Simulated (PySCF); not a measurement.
# C3H4F4Si: runs on many settings, part 2 of 2

PySCF 2.14.0. Atoms count from 0. Earlier steps stand in the parts before.

### Step 5. Indirect couplings: mPW1PW91/pcseg-1

Job settings and geometry (Å):

```
{"job": {"kind": "j", "xc": "mPW1PW91", "basis": "pcseg-1", "scf": {"conv": 0.1, "max_cycle": 77}}, "charge": 0, "multiplicity": 1}
F      1.135813     0.466080     1.541045
C      1.449384     0.096038     0.281186
F      2.277632     1.037526    -0.191515
F      2.175715    -1.028292     0.395435
C      0.199129    -0.051157    -0.529873
F      0.512133    -0.325927    -1.841054
C     -0.892144    -0.940009     0.077096
Si    -1.405696     0.871089    -0.062577
H     -0.642603    -1.390654     1.028349
H     -1.285832    -1.671147    -0.616362
H     -1.321749     1.711195     1.111557
H     -2.200585     1.224572    -1.219315
```

Level: mPW1PW91/pcseg-1 indirect spin-spin coupling, non-relativistic, gas phase.

The program printed:

```text
final grid: 113456 points
cycle   1  E = -805.1611899419  dE =  1.221e+00  |g| = 9.004e-01  |ddm| = 3.542e+00
cycle   2  E = -804.9979105875  dE =  1.633e-01  |g| = 1.365e+00  |ddm| = 1.456e+00
cycle   3  E = -805.3084845910  dE = -3.106e-01  |g| = 7.446e-02  |ddm| = 8.927e-01
cycle   4  E = -805.3091687273  dE = -6.841e-04  |g| = 5.031e-02  |ddm| = 1.203e-01
converged SCF energy = -805.3091687273

Indirect spin-spin couplings (Hz)
  i      j    bonds     total        FC       PSO       DSO        SD
  0 F    1 C    1   -246.809  -230.055   -27.467     1.630     9.083
  0 F    2 F    2    175.982   117.566     6.906     0.106    51.403
  0 F    3 F    2    156.052   120.369   -13.713     0.118    49.279
  0 F    4 C    2     57.902    60.619    -2.647     0.348    -0.419
  0 F    5 F    3     -6.222    -1.711   -20.074    -1.351    16.915
  0 F    6 C    3      0.026    -0.014     0.014     0.173    -0.147
  0 F    7 Si   3     -5.141    -4.951    -0.092    -0.113     0.014
  0 F    8 H    4      2.556     2.343    -1.160     1.499    -0.126
  0 F   10 H    4      6.729     6.161    -1.064     1.452     0.180
  0 F   11 H    4      3.442     4.383     0.439    -1.325    -0.055
  1 C    2 F    1   -260.397  -235.027   -33.963     1.609     6.984
  1 C    3 F    1   -274.723  -249.843   -33.418     1.608     6.930
  1 C    4 C    1     92.992    94.197    -1.731     0.526         -
  1 C    5 F    2     22.932    26.687    -4.163     0.423    -0.014
  1 C    6 C    2     -1.598    -1.593    -0.113     0.108         -
  1 C    7 Si   2     -1.780    -1.916     0.099    -0.042     0.079
  1 C    8 H    3      5.271     5.056    -0.236     0.450         -
  1 C    9 H    3      1.956     1.943     0.144    -0.131         -
  1 C   10 H    3     -0.014    -0.040    -0.114     0.141         -
  1 C   11 H    3     -0.902    -0.756     0.083    -0.229         -
  2 F    3 F    2    120.170   121.941   -46.799     0.036    44.993
  2 F    4 C    2     40.128    41.027    -2.305     0.273     1.133
  2 F    5 F    3    -16.191    -5.146   -12.023     0.371     0.607
  2 F    6 C    3      7.328     6.743     0.058    -0.316     0.843
  2 F    7 Si   3     -0.473    -0.538     0.169     0.069    -0.173
  2 F    8 H    4     -2.279    -1.131     0.274    -1.341    -0.081
  2 F    9 H    4      3.239     3.698     0.941    -1.466     0.066
  2 F   10 H    4      0.914     0.696     0.501    -0.181    -0.103
  2 F   11 H    4     -0.225     0.158     0.425    -0.750    -0.057
  3 F    4 C    2     23.108    21.538    -0.575     0.245     1.900
  3 F    5 F    3    -11.952     1.418   -11.175     0.174    -2.370
  3 F    6 C    3      1.650     2.148    -0.545     0.081    -0.034
  3 F    7 Si   3     -7.987    -9.613     1.189     0.217     0.220
  3 F    8 H    4      2.451     1.562     0.176     0.908    -0.195
  3 F    9 H    4     -0.726    -0.552     0.326    -0.373    -0.127
  3 F   10 H    4     -1.343    -0.605     0.420    -1.066    -0.092
  3 F   11 H    4      1.508     2.165     0.532    -1.309     0.119
  4 C    5 F    1   -240.473  -286.790    27.969     1.300    17.047
  4 C    6 C    1     15.258    16.235    -1.324     0.348         -
  4 C    7 Si   1    -38.980   -40.579     0.910    -0.159     0.848
  4 C    8 H    2     -2.583    -2.760     0.012     0.165         -
  4 C    9 H    2     -3.159    -3.376     0.080     0.137         -
  4 C   10 H    2     -2.531    -2.492     0.021    -0.061         -
  4 C   11 H    2     -3.905    -3.770    -0.090    -0.044         -
  5 F    6 C    2      9.935    10.207    -0.742     0.048     0.421
  5 F    7 Si   2    -20.923   -22.351    -0.967     0.053     2.342
  5 F    8 H    3      3.877     4.051     1.241    -1.365    -0.049
  5 F    9 H    3     24.739    23.746     1.017     0.621    -0.645
  5 F   10 H    3     -0.748     0.016     0.988    -1.554    -0.198
  5 F   11 H    3      3.595     2.812     1.298     0.175    -0.689
  6 C    7 Si   1    -39.924   -41.096     0.372    -0.101     0.901
  6 C    8 H    1    157.594   156.070     0.502     1.023         -
  6 C    9 H    1    161.014   159.529     0.506     0.979         -
  6 C   10 H    2      0.346     0.463     0.166    -0.282         -
  6 C   11 H    2      0.899     1.042     0.123    -0.266         -
  7 Si   8 H    2      4.861     4.744    -0.169     0.158     0.128
  7 Si   9 H    2      5.129     4.874    -0.131     0.167     0.219
  7 Si  10 H    1   -280.085  -279.896     0.766    -0.293    -0.662
  7 Si  11 H    1   -275.041  -275.033     0.907    -0.268    -0.648
  8 H    9 H    2    -14.218   -14.012     1.923    -2.130         -
  8 H   10 H    3      2.605     2.788     0.090    -0.273         -
  8 H   11 H    3      1.671     2.927     0.954    -2.210         -
  9 H   10 H    3      2.186     3.492     0.954    -2.261         -
  9 H   11 H    3      3.090     3.199     0.098    -0.207         -
 10 H   11 H    2     21.256    23.672     0.574    -2.989         -
```

It took 29 s on 1 thread of Intel Xeon Platinum 8488C, shared host; peak memory 0.74 GiB.

A normal end doesn't make this result sound: the SCF threshold of 0.1 Eh is far too loose. Its HOMO lies at -7.96 eV, against -7.78 eV in step 2 (PBE0/pcSseg-1), a different level, so the two don't compare directly.

### Step 6. TDDFT and polarisability: LC-wPBE/ANO-RCC-VDZP

Same as in step 5 but for these lines:

```diff
@@ -1,2 +1,2 @@
-{"job": {"kind": "j", "xc": "mPW1PW91", "basis": "pcseg-1", "scf": {"conv": 0.1, "max_cycle": 77}}, "charge": 0, "multiplicity": 1}
+{"job": {"kind": "uv", "xc": "LC-wPBE", "basis": "ANO-RCC-VDZP", "nstates": 12, "ntriplets": 2, "tda": true, "scf": {"guess": "vsap"}}, "charge": 0, "multiplicity": 1}
 F      1.135813     0.466080     1.541045
```

Method: TDA LC-wPBE/ANO-RCC-VDZP, vertical, gas phase, core orbitals frozen in the response.

The program printed:

```text
final grid: 113456 points
cycle   1  E = -804.1564882192  dE = -1.096e-01  |g| = 1.979e+00  |ddm| = 4.542e+00
cycle   2  E = -804.0757317984  dE =  8.076e-02  |g| = 2.322e+00  |ddm| = 4.195e+00
cycle   3  E = -805.1934903616  dE = -1.118e+00  |g| = 2.845e-01  |ddm| = 1.703e+00
cycle   4  E = -805.2076566875  dE = -1.417e-02  |g| = 1.675e-01  |ddm| = 3.198e-01
cycle   5  E = -805.2128793851  dE = -5.223e-03  |g| = 2.198e-02  |ddm| = 1.473e-01
cycle   6  E = -805.2130412403  dE = -1.619e-04  |g| = 8.553e-03  |ddm| = 3.314e-02
cycle   7  E = -805.2130726606  dE = -3.142e-05  |g| = 3.064e-03  |ddm| = 1.648e-02
cycle   8  E = -805.2130762763  dE = -3.616e-06  |g| = 1.257e-03  |ddm| = 5.570e-03
cycle   9  E = -805.2130769785  dE = -7.022e-07  |g| = 3.324e-04  |ddm| = 2.595e-03
cycle  10  E = -805.2130770459  dE = -6.736e-08  |g| = 1.564e-04  |ddm| = 1.002e-03
cycle  11  E = -805.2130770535  dE = -7.600e-09  |g| = 4.701e-05  |ddm| = 2.673e-04
cycle  12  E = -805.2130770542  dE = -6.928e-10  |g| = 1.741e-05  |ddm| = 7.114e-05
converged SCF energy = -805.2130770542

Static polarisability (au): isotropic 57.105, principal 51.072 52.741 67.502

Singlet excitations
state   eV       nm        f      main configurations
  1   7.0539    175.8   0.01143   H->L+2 0.83
  2   7.1248    174.0   0.26123   H->L 0.89
  3   7.6599    161.9   0.00627   H-1->L 0.37, H->L+1 0.34, H->L+4 0.20
  4   7.8821    157.3   0.03276   H-1->L 0.50, H->L+1 0.30, H->L+3 0.08
  5   8.2268    150.7   0.00714   H-1->L+2 0.81
  6   8.3875    147.8   0.02652   H->L+3 0.56, H->L+1 0.19, H->L+4 0.09
  7   9.0818    136.5   0.00471   H->L+4 0.48, H-1->L+1 0.13, H->L+3 0.12
  8   9.1107    136.1   0.00630   H-2->L 0.71, H-3->L 0.11
  9   9.2840    133.5   0.00579   H-1->L+1 0.66
 10   9.6093    129.0   0.02468   H->L+5 0.57, H->L+6 0.15
 11   9.9065    125.2   0.32409   H-1->L+3 0.68
 12  10.3647    119.6   0.08861   H->L+6 0.32, H-1->L+4 0.32, H->L+5 0.13

Triplet excitations (Tamm-Dancoff, eV): 5.1807 6.2835
```

Run time: 58 s. Hardware: 1 thread of Intel Xeon Platinum 8488C, shared host; peak memory 0.65 GiB.

Key values: HOMO -10.48 eV, LUMO 1.54 eV; lowest singlet 7.05 eV.

### Step 7. Comparing the runs: electronic excitations

Excitations and ground-state properties, with basis size and wall time:

```csv
run,lowest singlet (eV),brightest (eV),f,gap (eV),α (Å³),μ (D),functions,time
PBE0/def2-SVPD,6.37,6.37,0.187,7.17,9.67,3.46,208,44 s
LC-wPBE/ANO-RCC-VDZP,7.05,9.91,0.324,12.02,8.46,3.75,136,58 s
```

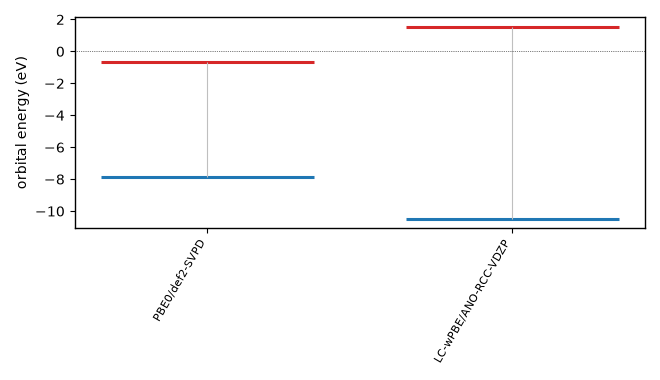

HOMO (blue) and LUMO (red) run by run.

### Step 8. Results

The summary covers parts 1 to 2.

| quantity | value |
| --- | --- |
| ¹³C shifts against TMS (PBE0/pcSseg-1) | 135.4, 84.4, 8.1 ppm |
| ¹H shifts against TMS (PBE0/pcSseg-1) | 3.29, 3.24, 1.48, 1.33 ppm |
| ¹⁹F shifts against CFCl3 (PBE0/pcSseg-1, means over atoms taken as alike) | -86.3, -242.1 ppm |
| ²⁹Si shifts against TMS (PBE0/pcSseg-1) | -130.4 ppm |
| potential on the surface of density 0.002 e/bohr³, 1st and 99th percentile | -0.83 V and 1.67 V |
| lowest singlet (PBE0/def2-SVPD) | 6.37 eV (195 nm), f = 0.187 |
| lowest triplet | 4.89 eV |
| largest coupling of the table (LDA/IGLO-II) | ¹J(F,C) F0–C1, -383.0 Hz (mean over like pairs) |
| range of the lowest singlet | 6.37 to 7.05 eV |
| property runs in this session | 5, of which 0 failed and 1 gave unsound results |

**Reading.** Single values in the summary come from the first sound run of each kind (PBE0/pcSseg-1; PBE0/def2-SVPD; LDA/IGLO-II), which need not be the best level. At PBE0/pcSseg-1: The widest tensor belongs to Si7: span 271 ppm, with a paramagnetic part of -401 ppm. By nearest atom (PBE0/pcSseg-1), the HOMO sits on C4 30 %; Si7 25 % and the LUMO on Si7 32 %; H10, H11 about 18 % each. The first singlet state (HOMO→LUMO 0.94) lies at 6.37 eV and is bright. The lowest triplet lies 1.48 eV below the lowest singlet (triplets in Tamm-Dancoff, singlets in full TDDFT). Of the pairs tabulated at LDA/IGLO-II, F0–C1 (mean over like pairs) couples most strongly (-383.0 Hz; Fermi contact -356.4 Hz). Couplings across rotatable bonds belong to this one conformer; where others are populated, the observed values are averages. Density functionals describe couplings to fluorine poorly, F–F couplings above all, so those rows are rough. The lowest singlet runs from 6.37 eV (PBE0/def2-SVPD) to 7.05 eV (LC-wPBE/ANO-RCC-VDZP), while the orbital gap spans 7.17 to 12.02 eV. Some runs use the Tamm-Dancoff approximation and others full TDDFT, which shifts states apart from functional and basis. The lowest state need not be the same one in every run. The runs solved for a few states only, so the brightest column depends on that window.
